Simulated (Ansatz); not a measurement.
CH₅AlBFO

Input file:

```
crystal:
  periodic: [false, false, false]
  atoms:
    - {symbol: C, position_ang: [-0.652791, -0.041862, 2.051523]}
    - {symbol: Al, position_ang: [0.443768, 0.520969, 0.557192]}
    - {symbol: B, position_ang: [0.027970, 3.163088, -0.921343]}
    - {symbol: F, position_ang: [1.704240, -0.419664, -0.020624]}
    - {symbol: O, position_ang: [0.199405, 2.004043, -0.263065]}
    - {symbol: H, position_ang: [0.618291, 4.165404, -0.538417]}
    - {symbol: H, position_ang: [-0.721645, 3.200234, -1.889048]}
    - {symbol: H, position_ang: [-0.028961, -0.188752, 2.957554]}
    - {symbol: H, position_ang: [-1.443176, 0.697148, 2.288911]}
    - {symbol: H, position_ang: [-1.138561, -1.015460, 1.833335]}
basis:
  gaussian:
    orbitals: def2-TZVPD
hamiltonian:
  xc: {name: PBE0}
output: {forces: true, orbitals: {seedname: orbitals}}
```

Launched as:

```sh
ansatz run input.yaml --threads 2 --pin off --max-ram 4350MiB --events-out events.jsonl --progress --plain --runs-dir runs
```

Geometry: PBE-D3(BJ)/def2-SVP.

Method: isolated molecule in a Gaussian basis; Kohn-Sham density functional theory, functional PBE0 (Ansatz 0.2.0).

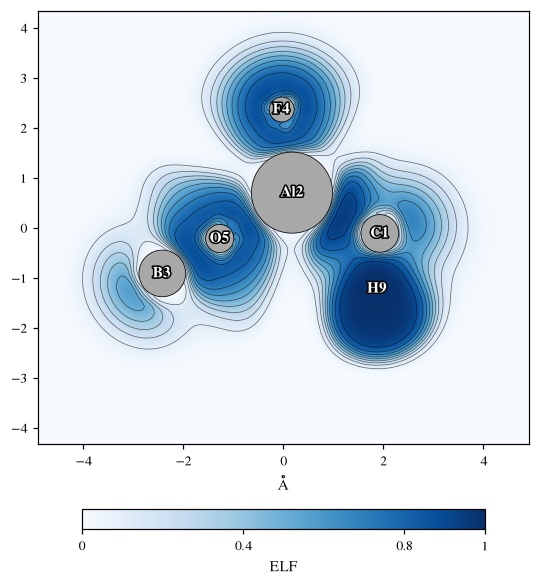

Figure 1. Electron localisation function on the plane of atoms Al2, C1 and H9. Grey discs cover the atomic cores.

Q: Interpret the plot.

A: The plane passes through C, Al, B, F, O and H nuclei. B–O (1.34 Å): the ELF peaks at about 0.90 between the atoms: a short, strongly polar bond. Al–F (1.68 Å): the ELF peaks at about 0.85 in the valence shell of F, 0.6 Å from its nucleus, and is about 0.35 at the midpoint. Al–O (1.71 Å): the ELF peaks at about 0.85 in the valence shell of O, 0.6 Å from its nucleus, and is about 0.40 at the midpoint. C–Al (1.94 Å): the ELF peaks at about 0.95 between the atoms, as expected for a shared but strongly polarised pair. C–H (1.11 Å): the ELF climbs to about 1 towards the hydrogen, as it does in any bond to H; a covalent bond by its length. The ELF also peaks beside O5 and F4, away from the bonds: lone-pair regions.

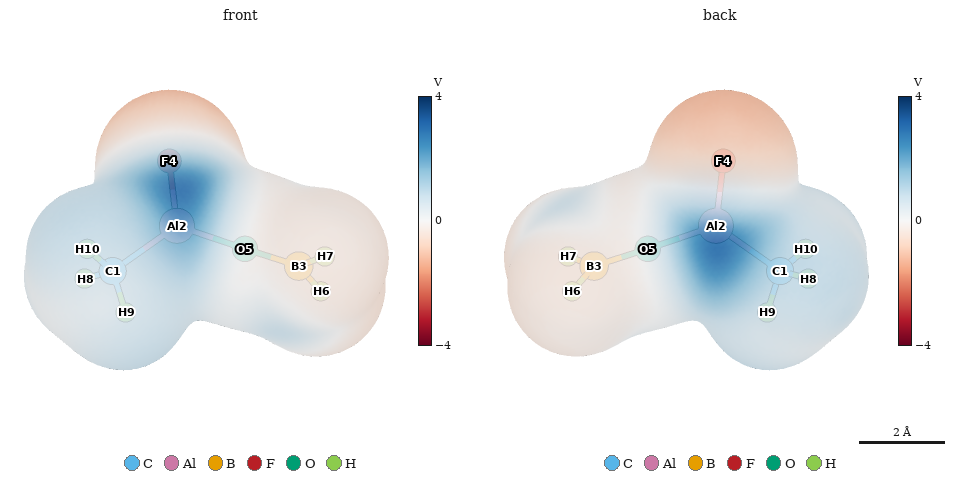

Figure 2. The electrostatic potential painted on the density surface at 0.001 e/bohr³, seen from the front and from behind; red is negative and blue positive.

Q: Which sites attract a positive test charge, and which a negative one?

A: A positive charge is drawn to the negative regions and a negative charge to the positive ones. The most negative region (about −1.2 V) lies over F4, the most positive (about +2.9 V) over Al2.

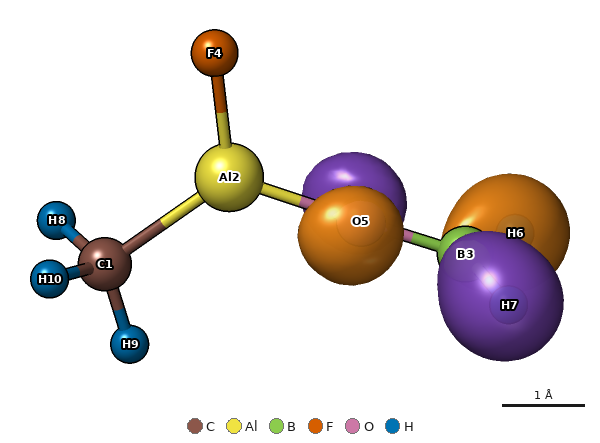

Figure 3. The HOMO at ±0.2 Å⁻³ᐟ² (orange and purple are the two phases), seen at a tilt.

Q: What is the character of this orbital?

A: Its weight (Hirshfeld) is mainly on O5 (about 30 %), B3 (about 25 %), H6 (about 20 %) and H7 (about 20 %). Its energy is −7.97 eV.
